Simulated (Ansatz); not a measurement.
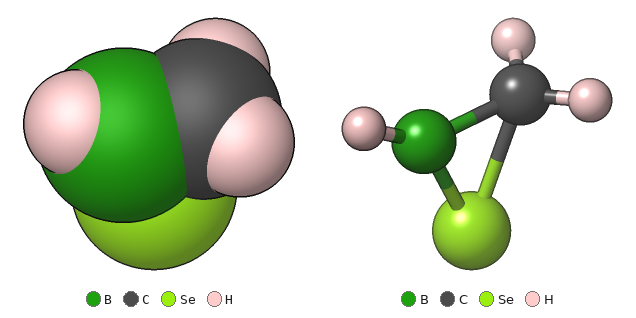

(Drawn from a calculation with Ansatz.)

Two views of one molecule.

Geometry: atoms displaced at random (about 0.03 Å) from a stationary point of GFN2-xTB.

What does the picture show?

It has 6 atoms: 1 carbon, 3 hydrogen, 1 boron and 1 selenium (CH₃BSe). SMILES: `B1C[Se]1`. Independent rings (smallest set): 1 of 3 members. Among its groups: B–H bond.
